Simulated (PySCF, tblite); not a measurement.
# C₆H₁₃AlO₂: geometry, infrared bands and NMR shifts

Aim: predict the infrared bands and NMR shifts of C₆H₁₃AlO₂ (`CC(=O)[C@H]1CC[O+]([AlH3-])C1`).

Programs: tblite 0.8.0 and PySCF 2.14.0, with density-fitted response routines of our own. Each step states its level of theory. These are calculated values for one molecule in the gas phase, unless marked as measured. Atoms are numbered from 0 throughout.

### 1 The starting structure

22 atoms, charge 0, multiplicity 1; geometry from: force field or distance geometry start.

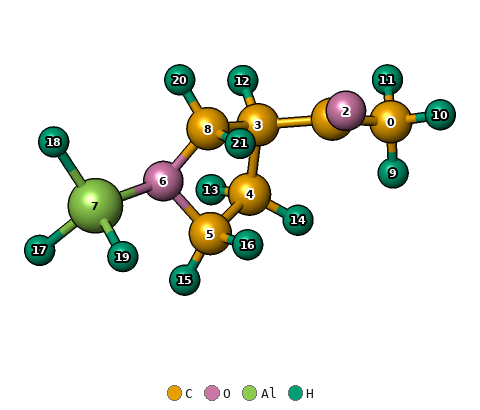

As it starts; carbon amber, oxygen pink, aluminium green, hydrogen teal, atoms numbered.

### 2 Optimising the geometry with GFN2-xTB

The job: settings as JSON, then the geometry in Å.

```
{"job": {"kind": "relax", "xc": "GFN2-xTB", "basis": "xTB"}, "charge": 0, "multiplicity": 1}
C     -3.176900    -0.030600     0.209400
C     -1.825400     0.338700     0.676800
O     -1.682100     1.415000     1.235900
C     -0.641700    -0.550300     0.514900
C     -0.462600    -0.787400    -0.957000
C      0.760200     0.101800    -1.213400
O      1.508400    -0.269600    -0.094700
Al     3.195200     0.350000    -0.036800
C      0.668900     0.119100     0.938100
H     -3.189800    -0.121900    -0.882500
H     -3.872300     0.805800     0.484600
H     -3.553000    -0.987800     0.675200
H     -0.776800    -1.513100     1.079000
H     -0.093000    -1.819400    -1.130400
H     -1.309400    -0.495400    -1.579000
H      1.262500    -0.127900    -2.145900
H      0.439800     1.178800    -1.154100
H      4.047500    -0.547600    -1.075800
H      3.903600     0.193300     1.380200
H      3.305400     1.849300    -0.563800
H      1.019000    -0.287500     1.885400
H      0.462000     1.205900     0.951500
```

The run is started by

```
> OMP_NUM_THREADS=1 python probes_run.py task.json out
```

This one command runs all jobs of the session in turn.

**Question.** This job is followed by: GFN2-xTB harmonic vibrations, gas phase; GIAO PBE0/pcSseg-1 NMR shielding, non-relativistic, gas phase. What will the session give for the following? strongest single infrared mode (GFN2-xTB); zero-point energy (GFN2-xTB); ¹³C shifts against TMS (PBE0/pcSseg-1); ¹H shifts against TMS (PBE0/pcSseg-1, means over atoms taken as alike); ¹⁷O shifts against H2O (PBE0/pcSseg-1); ²⁷Al shifts against AlH4- (PBE0/pcSseg-1).

As calculated:

| quantity | value |
| --- | --- |
| strongest single infrared mode (GFN2-xTB) | 782 cm⁻¹, 538 km/mol |
| zero-point energy (GFN2-xTB) | 107.3 kcal/mol |
| ¹³C shifts against TMS (PBE0/pcSseg-1) | 211.3, 73.8, 72.8, 51.0, 33.2, 32.5 ppm |
| ¹H shifts against TMS (PBE0/pcSseg-1, means over atoms taken as alike) | 4.75, 4.62, 4.51, 4.21, 3.75, 3.26, 2.68, 2.34, 1.41 ppm |
| ¹⁷O shifts against H2O (PBE0/pcSseg-1) | 646.9, 49.3 ppm |
| ²⁷Al shifts against AlH4- (PBE0/pcSseg-1) | 80.1 ppm |

In words: Over 162 steps the energy fell by 1.408 eV; of the close pairs, O6–Al7 changed most, 1.798 to 1.864 Å. All 60 modes are real, so the xTB geometry is a minimum. Unscaled tight-binding wavenumbers are off by several per cent, some by more. Its intensities can rank the bands wrongly. The most deshielded carbon is C1 (ketone carbonyl carbon), at 211.3 ppm: low-lying n→π* states of the double bond to the heteroatom give a large paramagnetic term (-275 ppm). At PBE0/pcSseg-1: The largest span, 1241 ppm, is at O2, where the paramagnetic term is -713 ppm.
